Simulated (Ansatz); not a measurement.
**CCSD(T)/jorge-DZP (1 point charge) run of Si2H5Br (SMILES [SiH3][SiH2]Br)**

Aim: the energy change on altering one bond length of Si2H5Br at CCSD(T)/jorge-DZP (1 point charge), from 2 runs. 

The results are computed with Ansatz 0.2.0.

3 further runs of the same task are left out: 1 for a known fault of the program, 1 that didn't finish, 1 set aside as unsound or not needed.

**1. The system as given**

The species is Si2H5Br (8 atoms), meant as a singlet with charge 0. SMILES: `[SiH3][SiH2]Br`. Geometry: relaxed at PBE0-D4/def2-TZVP.

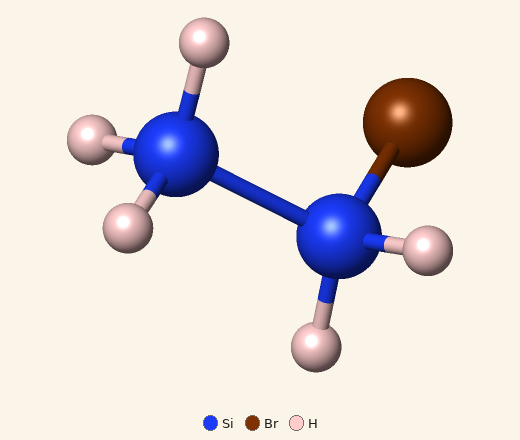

The structure, seen from a chosen angle (silicon blue, bromine brown, hydrogen pink).

**2. A single-point energy at CCSD(T)/jorge-DZP (1 point charge)**

Contents of molecule.yaml:

```yaml
crystal:
  periodic: [false, false, false]
  atoms:
    - {symbol: Si, position_ang: [-0.690000, 0.902700, -0.398400]}
    - {symbol: Si, position_ang: [0.515800, -0.969400, 0.308800]}
    - {symbol: Br, position_ang: [2.500800, -0.280200, 1.059200]}
    - {symbol: H, position_ang: [-2.023500, 0.479600, -0.905700]}
    - {symbol: H, position_ang: [0.056200, 1.586200, -1.486000]}
    - {symbol: H, position_ang: [-0.870900, 1.834000, 0.744600]}
    - {symbol: H, position_ang: [-0.159800, -1.684200, 1.420900]}
    - {symbol: H, position_ang: [0.763500, -1.925900, -0.799300]}
basis:
  gaussian:
    orbitals: jorge-DZP.json
    symmetry_tolerance_ang: 0.05
    point_charges: [{charge: 0.5, position_ang: [0.7721, -3.0881, -5.7994]}]
correlation:
  method: ccsd_t
scf:
  omitted_lower_state_checks: [orbital_swaps, cluster_reference]
output: {orbitals: {seedname: orbitals}}
```

The basis set jorge-DZP is read from a file made from the Basis Set Exchange's data (not shown).

On the command line:

```
$ ansatz run molecule.yaml --threads 1 --pin off --max-ram 2610MiB --events-out events.jsonl --progress --plain --runs-dir runs
```

Standard output:

```text
Warning: RAYON_NUM_THREADS=1 ignored (pool sized by the plan → 1); use --threads N
Functional definition: HF
  name "HF"
  exchange = exact_x
  correlation = 0
these checks for a lower state are left out or cut short: cluster_reference, orbital_swaps
965 factors; integrals over basis functions are off by at most 9.8e-4 eV
mean field evaluation 1: about -85800.0180 eV, gradient 1.5e1 eV
mean field evaluation 2: about -85800.0250 eV, gradient 1.5e1 eV
mean field evaluation 4: about -85801.1874 eV, gradient 2.2e0 eV
mean field evaluation 8: about -85801.2050 eV, gradient 7.2e-5 eV
mean field -85801.20501829 eV, -3153.1361262766 hartree, gradient 2.7e-6 eV, S^2 0.000000; 0 other end points of the search recorded, 0 dependent functions left out
19 core orbitals not correlated: weight in the atoms' cores, before any rotation towards them, 1.000 or more for the frozen orbitals, at most 0.000 for the correlated occupied ones
reference -85801.20501829 eV, -3153.1361262766 hartree; 15, 15 occupied and 82, 82 virtual orbitals, 965 factors
second order -15.07888142 eV of doubles, -0.00000000 eV of singles
cycle   1  -15.59700985 eV  change   -5.2e-1 eV  update   8.3e-2
cycle   2  -16.02680898 eV  change   -4.3e-1 eV  update   2.6e-2
cycle   3  -16.04593270 eV  change   -1.9e-2 eV  update   8.7e-3
cycle   4  -16.03724347 eV  change    8.7e-3 eV  update   2.5e-3
cycle   5  -16.03883222 eV  change   -1.6e-3 eV  update   7.1e-4
cycle   6  -16.03839048 eV  change    4.4e-4 eV  update   2.0e-4
cycle   7  -16.03826509 eV  change    1.3e-4 eV  update   5.7e-5
cycle   8  -16.03831191 eV  change   -4.7e-5 eV  update   2.0e-5
cycle   9  -16.03831871 eV  change   -6.8e-6 eV  update   6.7e-6
perturbative correction -0.27108241 eV, -0.0099620948 hartree
Total energy: -85817.51441940 eV, -3153.7354857126 hartree
Checks for a lower state left out: cluster_reference, orbital_swaps
```

Wall time 13 s (1 thread of Intel Xeon Platinum 8488C (Sapphire Rapids), shared host); peak memory 0.5 GiB.

**3. The distorted shape**

Contents of molecule.yaml:

```yaml
crystal:
  periodic: [false, false, false]
  atoms:
    - {symbol: Si, position_ang: [-0.789082, 1.285309, 0.044851]}
    - {symbol: Si, position_ang: [0.416718, -0.586791, 0.752051]}
    - {symbol: Br, position_ang: [2.401718, 0.102409, 1.502451]}
    - {symbol: H, position_ang: [-2.122582, 0.862209, -0.462449]}
    - {symbol: H, position_ang: [-0.042882, 1.968809, -1.042749]}
    - {symbol: H, position_ang: [-0.969982, 2.216609, 1.187851]}
    - {symbol: H, position_ang: [-0.258882, -1.301591, 1.864151]}
    - {symbol: H, position_ang: [0.763500, -1.925900, -0.799300]}
basis:
  gaussian:
    orbitals: jorge-DZP.json
    symmetry_tolerance_ang: 0.05
    point_charges: [{charge: 0.5, position_ang: [0.7721, -3.0881, -5.7994]}]
correlation:
  method: ccsd_t
scf:
  omitted_lower_state_checks: [orbital_swaps, cluster_reference]
output: {orbitals: {seedname: orbitals}}
```

The basis set jorge-DZP is read from a file made from the Basis Set Exchange's data (not shown).

On the command line:

```
$ ansatz run molecule.yaml --threads 1 --pin off --max-ram 2610MiB --events-out events.jsonl --progress --plain --runs-dir runs
```

Standard output:

```text
Warning: RAYON_NUM_THREADS=1 ignored (pool sized by the plan → 1); use --threads N
[... 4 set-up lines as earlier in the session ...]
these checks for a lower state are left out or cut short: cluster_reference, orbital_swaps
964 factors; integrals over basis functions are off by at most 1.2e-3 eV
mean field evaluation 1: about -85798.3161 eV, gradient 1.6e1 eV
mean field evaluation 2: about -85798.3230 eV, gradient 1.6e1 eV
mean field evaluation 4: about -85799.5741 eV, gradient 2.3e0 eV
mean field evaluation 8: about -85799.5963 eV, gradient 8.9e-5 eV
mean field -85799.59633811 eV, -3153.0770083704 hartree, gradient 1.6e-6 eV, S^2 0.000000; 0 other end points of the search recorded, 0 dependent functions left out
19 core orbitals not correlated: weight in the atoms' cores, before any rotation towards them, 1.000 or more for the frozen orbitals, at most 0.000 for the correlated occupied ones
reference -85799.59633811 eV, -3153.0770083704 hartree; 15, 15 occupied and 82, 82 virtual orbitals, 964 factors
second order -15.17346141 eV of doubles, -0.00000000 eV of singles
cycle   1  -15.70664597 eV  change   -5.3e-1 eV  update   9.2e-2
cycle   2  -16.18999758 eV  change   -4.8e-1 eV  update   3.3e-2
cycle   3  -16.22612077 eV  change   -3.6e-2 eV  update   1.2e-2
cycle   4  -16.21559086 eV  change    1.1e-2 eV  update   3.9e-3
cycle   5  -16.21834886 eV  change   -2.8e-3 eV  update   1.1e-3
cycle   6  -16.21794079 eV  change    4.1e-4 eV  update   3.9e-4
cycle   7  -16.21767338 eV  change    2.7e-4 eV  update   1.0e-4
cycle   8  -16.21776769 eV  change   -9.4e-5 eV  update   3.3e-5
cycle   9  -16.21778062 eV  change   -1.3e-5 eV  update   1.1e-5
perturbative correction -0.30210703 eV, -0.0111022284 hartree
Total energy: -85816.11622576 eV, -3153.6841030437 hartree
Checks for a lower state left out: cluster_reference, orbital_swaps
```

Wall time 14 s (1 thread of Intel Xeon Platinum 8488C (Sapphire Rapids), shared host); peak memory 0.5 GiB.

**4. Summary of results**

At CCSD(T)/jorge-DZP (1 point charge), 19 core orbitals frozen:

```
                                                          quantity           value
                                         first shape: total energy  -3153.73549 Eh
                first shape: HOMO–LUMO gap (Hartree–Fock orbitals)        13.44 eV
         first shape: correlation energy (19 core orbitals frozen)      -599.4 mEh
                                       first shape: (T) correction       -9.96 mEh
                                        first shape: T1 diagnostic           0.010
                                     distorted shape: total energy  -3153.68410 Eh
            distorted shape: HOMO–LUMO gap (Hartree–Fock orbitals)        12.21 eV
     distorted shape: correlation energy (19 core orbitals frozen)      -607.1 mEh
                                   distorted shape: (T) correction      -11.10 mEh
                                    distorted shape: T1 diagnostic           0.012
energy change with the Si2–H8 bond stretched from 1.485 to 2.078 Å        1.398 eV
```

**Reading.** With the Si2–H8 bond stretched from 1.485 to 2.078 Å the energy rises by 1.40 eV (32 kcal/mol). The first shape isn't relaxed at this level, so the change isn't measured from a minimum. The triples (first shape) make up 1.7 % of the correlation energy. The triples (distorted shape) make up 1.8 % of the correlation energy.
